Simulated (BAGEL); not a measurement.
# CH7BNP (SMILES CB(N)P): a chain of runs

Aim: a single-point energy (HF/def2-SV(P)), then a single-point energy (NEVPT2(2,2)/def2-SV(P)), then a single-point energy (CASPT2(2,2)/def2-SV(P)) of CH7BNP. 

The results are computed with BAGEL 1.2.2.

2 further runs of the same task are left out: 2 set aside as unsound or not needed.

### Step 1. The molecule

The species is CH7BNP (11 atoms), meant as a singlet with charge 0. As SMILES, `CB(N)P`. One bond was lengthened or shortened from a relaxed shape.

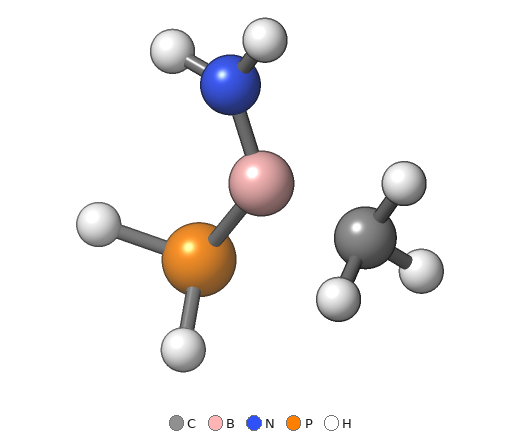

The structure, seen from a chosen angle (carbon grey, boron pink, nitrogen blue, phosphorus orange, hydrogen white).

### Step 2. A single-point energy at HF/def2-SV(P) (density fitting with svp-jkfit) (run 1)

input.json reads:

```json
{ "bagel": [

{
  "title": "molecule",
  "basis": "def2-sv_p_.json",
  "df_basis": "svp-jkfit",
  "angstrom": true,
  "geometry": [
    { "atom": "C", "xyz": [      -1.257594,       1.087939,      -0.163980 ] },
    { "atom": "B", "xyz": [       0.002900,      -0.179800,       0.111900 ] },
    { "atom": "N", "xyz": [       0.427100,      -0.495900,       1.401400 ] },
    { "atom": "P", "xyz": [       0.670900,      -1.204900,      -1.389100 ] },
    { "atom": "H", "xyz": [      -2.067894,       0.718539,      -0.799680 ] },
    { "atom": "H", "xyz": [      -1.701394,       1.464639,       0.762320 ] },
    { "atom": "H", "xyz": [      -0.823994,       1.941939,      -0.695180 ] },
    { "atom": "H", "xyz": [       1.134100,      -1.179200,       1.611000 ] },
    { "atom": "H", "xyz": [       0.043300,      -0.049800,       2.218400 ] },
    { "atom": "H", "xyz": [       2.007200,      -1.393300,      -0.948800 ] },
    { "atom": "H", "xyz": [       0.973300,      -0.105700,      -2.231400 ] }
  ]
},

{
  "title": "hf"
},

{
  "title": "print",
  "file": "orbitals.molden",
  "orbitals": true
}

]}
```

The basis set def2-SV(P) is read from a file made from the Basis Set Exchange's data (not shown).

Started as:

```sh
$ BAGEL_NUM_THREADS=1 BAGEL input.json > input.out
```

What it wrote:

```text
* using 1 threads per process

  ===============================================================
  ===============================================================

  *** Geometry ***

  { "atom" : "C", "xyz" : [     -2.376508,      2.055907,     -0.309877 ] },
  { "atom" : "B", "xyz" : [      0.005480,     -0.339773,      0.211460 ] },
  { "atom" : "N", "xyz" : [      0.807102,     -0.937115,      2.648262 ] },
  { "atom" : "P", "xyz" : [      1.267817,     -2.276931,     -2.625019 ] },
  { "atom" : "H", "xyz" : [     -3.907753,      1.357842,     -1.511176 ] },
  { "atom" : "H", "xyz" : [     -3.215169,      2.767767,      1.440576 ] },
  { "atom" : "H", "xyz" : [     -1.557123,      3.669733,     -1.313700 ] },
  { "atom" : "H", "xyz" : [      2.143138,     -2.228365,      3.044349 ] },
  { "atom" : "H", "xyz" : [      0.081825,     -0.094108,      4.192168 ] },
  { "atom" : "H", "xyz" : [      3.793058,     -2.632955,     -1.792972 ] },
  { "atom" : "H", "xyz" : [      1.839270,     -0.199744,     -4.216735 ] },

  Number of auxiliary basis functions:      481

  Since a DF basis is specified, we compute 2- and 3-index integrals:
    o Being stored without compression. Storage requirement is 0.021 GB

  Number of basis functions:       74
  Number of electrons      :       40

    * METHOD: MOLECULE                             0.22

  *** RHF ***

  === Nuclear Repulsion ===
   143.6708386716

      * DIIS with orbital gradients will be used.

  === RHF iteration (def2-sv_p_.json) ===
      0       -461.40649503          0.02027493           0.05
      1       -461.58244992          0.01066525           0.05
      2       -461.62994544          0.00182476           0.05
      3       -461.63234144          0.00053709           0.05
      4       -461.63250208          0.00011476           0.05
      5       -461.63251822          0.00002761           0.05
      6       -461.63251919          0.00000910           0.05
      7       -461.63251928          0.00000315           0.05
      8       -461.63251929          0.00000106           0.05
      9       -461.63251929          0.00000036           0.05
     10       -461.63251929          0.00000012           0.05
     11       -461.63251929          0.00000004           0.05
     12       -461.63251929          0.00000002           0.05
     13       -461.63251929          0.00000000           0.05
    * SCF iteration converged.

    * Permanent dipole moment:
           (   -0.303268,    -0.181936,    -0.930367) a.u.

    * METHOD: HF                                   0.92

    * METHOD: PRINT                                0.01

  ===============================================================
```

It took 1.3 s on 1 thread of Arm Neoverse V1, shared host; peak memory 0.15 GiB.

### Step 3. A single-point energy at NEVPT2(2,2)/def2-SV(P) (density fitting with svp-jkfit) (run 2)

input.json reads:

```json
{ "bagel" : [

{
  "title" : "molecule",
  "basis" : "def2-sv_p_.json",
  "df_basis" : "svp-jkfit",
  "angstrom" : true,
  "geometry" : [
    { "atom" : "C", "xyz" : [   -1.257594,    1.087939,   -0.163980 ] },
    { "atom" : "B", "xyz" : [    0.002900,   -0.179800,    0.111900 ] },
    { "atom" : "N", "xyz" : [    0.427100,   -0.495900,    1.401400 ] },
    { "atom" : "P", "xyz" : [    0.670900,   -1.204900,   -1.389100 ] },
    { "atom" : "H", "xyz" : [   -2.067894,    0.718539,   -0.799680 ] },
    { "atom" : "H", "xyz" : [   -1.701394,    1.464639,    0.762320 ] },
    { "atom" : "H", "xyz" : [   -0.823994,    1.941939,   -0.695180 ] },
    { "atom" : "H", "xyz" : [    1.134100,   -1.179200,    1.611000 ] },
    { "atom" : "H", "xyz" : [    0.043300,   -0.049800,    2.218400 ] },
    { "atom" : "H", "xyz" : [    2.007200,   -1.393300,   -0.948800 ] },
    { "atom" : "H", "xyz" : [    0.973300,   -0.105700,   -2.231400 ] }
  ]
},
{
  "title" : "hf",
  "charge" : 0
},
{
  "title" : "nevpt2",
  "nstate" : 1,
  "nact" : 2,
  "nclosed" : 19,
  "charge" : 0,
  "active" : [19, 31],
  "maxiter" : 200,
  "natocc" : true,
  "ncore" : 8
},
{
  "title" : "print",
  "file" : "orbitals.molden",
  "orbitals" : true
}

]}
```

The basis set def2-SV(P) is read from a file made from the Basis Set Exchange's data (not shown).

Started as:

```sh
$ BAGEL_NUM_THREADS=1 BAGEL input.json > input.out
```

What it wrote:

```text
* using 1 threads per process

  ===============================================================
  ===============================================================

  *** Geometry ***

  { "atom" : "C", "xyz" : [     -2.376508,      2.055907,     -0.309877 ] },
  { "atom" : "B", "xyz" : [      0.005480,     -0.339773,      0.211460 ] },
  { "atom" : "N", "xyz" : [      0.807102,     -0.937115,      2.648262 ] },
[... 7 lines of this table left out ...]
  { "atom" : "H", "xyz" : [      1.839270,     -0.199744,     -4.216735 ] },

  Number of auxiliary basis functions:      481

  Since a DF basis is specified, we compute 2- and 3-index integrals:
    o Being stored without compression. Storage requirement is 0.021 GB

[... 18 lines left out ...]
    * SCF iteration converged.
[... 1 line left out ...]
    * Permanent dipole moment:
[... 28 lines left out ...]
    * Second-order optimization converged. *

     guess   0:   closed 1.                   open ..

  === FCI iteration ===

      0  0      -461.63226998     7.54e-02      0.00
      1  0      -461.64901518     5.18e-06      0.00
      2  0 *    -461.64901518     5.55e-16      0.00

     * ci vector, state   0, <S^2> = 0.0000
       2.     0.9938863635
       .2    -0.1104078638

  === DF-NEVPT2 calculation ===

    * 3-index integral transformation done
    * assembly done

      NEVPT2 correlation energy:   -0.4537118250      0.13

          (+0)     -0.3845236138
          (+0)'    -0.0225128067
          (+1)     -0.0063565828
          (+1)'    -0.0000000000
          (+2)     -0.0002312416
          (-1)     -0.0332985730
          (-1)'     0.0000000000
          (-2)     -0.0067890071

      NEVPT2 total energy:       -462.1027270061

    * METHOD: NEVPT2                               3.17

    * METHOD: PRINT                                0.01

  ===============================================================
```

Run time: 4.5 s. Hardware: 1 thread of Arm Neoverse V1, shared host; peak memory 0.15 GiB.

### Step 4. The energy at CASPT2(2,2)/def2-SV(P) (density fitting with svp-jkfit) (run 3)

input.json reads:

```json
{ "bagel" : [

{
  "title" : "molecule",
  "basis" : "def2-sv_p_.json",
  "df_basis" : "svp-jkfit",
  "angstrom" : true,
  "geometry" : [
    { "atom" : "C", "xyz" : [      -1.257594,       1.087939,      -0.163980 ] },
    { "atom" : "B", "xyz" : [       0.002900,      -0.179800,       0.111900 ] },
    { "atom" : "N", "xyz" : [       0.427100,      -0.495900,       1.401400 ] },
    { "atom" : "P", "xyz" : [       0.670900,      -1.204900,      -1.389100 ] },
    { "atom" : "H", "xyz" : [      -2.067894,       0.718539,      -0.799680 ] },
    { "atom" : "H", "xyz" : [      -1.701394,       1.464639,       0.762320 ] },
    { "atom" : "H", "xyz" : [      -0.823994,       1.941939,      -0.695180 ] },
    { "atom" : "H", "xyz" : [       1.134100,      -1.179200,       1.611000 ] },
    { "atom" : "H", "xyz" : [       0.043300,      -0.049800,       2.218400 ] },
    { "atom" : "H", "xyz" : [       2.007200,      -1.393300,      -0.948800 ] },
    { "atom" : "H", "xyz" : [       0.973300,      -0.105700,      -2.231400 ] }
  ]
},

{
  "title" : "hf"
},

{
  "title" : "casscf",
  "nstate" : 1,
  "nact" : 2,
  "nclosed" : 19,
  "nspin" : 0,
  "active" : [19, 31],
  "maxiter" : 200,
  "natocc" : true
},

{
  "title" : "print",
  "file" : "orbitals.molden",
  "orbitals" : true
},

{
  "title" : "smith",
  "method" : "caspt2",
  "ms" : true,
  "xms" : true,
  "sssr" : true,
  "shift" : 0.2,
  "shift_imag" : true,
  "ncore" : 8
}

]}
```

The basis set def2-SV(P) is read from a file made from the Basis Set Exchange's data (not shown).

Started as:

```sh
$ BAGEL_NUM_THREADS=1 BAGEL input.json > input.out
```

What it wrote:

```text
* using 1 threads per process

  ===============================================================
  ===============================================================

  *** Geometry ***

  { "atom" : "C", "xyz" : [     -2.376508,      2.055907,     -0.309877 ] },
  { "atom" : "B", "xyz" : [      0.005480,     -0.339773,      0.211460 ] },
  { "atom" : "N", "xyz" : [      0.807102,     -0.937115,      2.648262 ] },
[... 7 lines of this table left out ...]
  { "atom" : "H", "xyz" : [      1.839270,     -0.199744,     -4.216735 ] },

  Number of auxiliary basis functions:      481

  Since a DF basis is specified, we compute 2- and 3-index integrals:
    o Being stored without compression. Storage requirement is 0.021 GB

[... 18 lines left out ...]
    * SCF iteration converged.
[... 1 line left out ...]
    * Permanent dipole moment:
[... 27 lines left out ...]
    * Second-order optimization converged. *
[... 9 lines left out ...]
     * ci vector, state   0, <S^2> = 0.0000
[... 16 lines left out ...]
    * Zeroth order energy : state  0       -0.9660562949
[... 4 lines left out ...]
       #      aibj      arbs      arbi      airj      risj      airs      arst      rist         Etot      error   time
[... 2 lines left out ...]
       0  -0.38350  -0.00821  -0.03402  -0.00719  -0.00034  -0.01953  -0.00000  -0.00000   -0.4527788  0.0018411   0.07
       1  -0.38382  -0.00829  -0.03419  -0.00734  -0.00037  -0.02002  -0.00000  -0.00000   -0.4540375  0.0002851   0.06
       2  -0.38385  -0.00829  -0.03419  -0.00735  -0.00037  -0.02003  -0.00000  -0.00000   -0.4540780  0.0000491   0.06
       3  -0.38384  -0.00829  -0.03419  -0.00734  -0.00037  -0.02004   0.00000  -0.00000   -0.4540789  0.0000091   0.06
       4  -0.38384  -0.00829  -0.03420  -0.00734  -0.00037  -0.02004  -0.00000  -0.00000   -0.4540789  0.0000019   0.06
       5  -0.38384  -0.00829  -0.03420  -0.00734  -0.00037  -0.02004   0.00000   0.00000   -0.4540789  0.0000004   0.07

      ------------------------------------------------------------------------------------------------------------------

    * CASPT2 energy : state  0     -462.1059729870
        w/o shift correction       -462.1030940864
        reference weight              0.8556786682

    * METHOD: SMITH                                0.56

  ===============================================================
```

It took 4.8 s on 1 thread of Arm Neoverse V1, shared host; peak memory 0.15 GiB.

### Step 5. Results

```
                                   quantity          value
         run 1, HF/def2-SV(P): total energy  -461.63252 Eh
        run 1, HF/def2-SV(P): dipole moment         2.53 D
          run 1, HF/def2-SV(P): HOMO energy       -9.51 eV
          run 1, HF/def2-SV(P): LUMO energy        4.02 eV
        run 1, HF/def2-SV(P): HOMO–LUMO gap       13.53 eV
run 2, NEVPT2(2,2)/def2-SV(P): total energy  -462.10273 Eh
run 3, CASPT2(2,2)/def2-SV(P): total energy  -462.10597 Eh
```
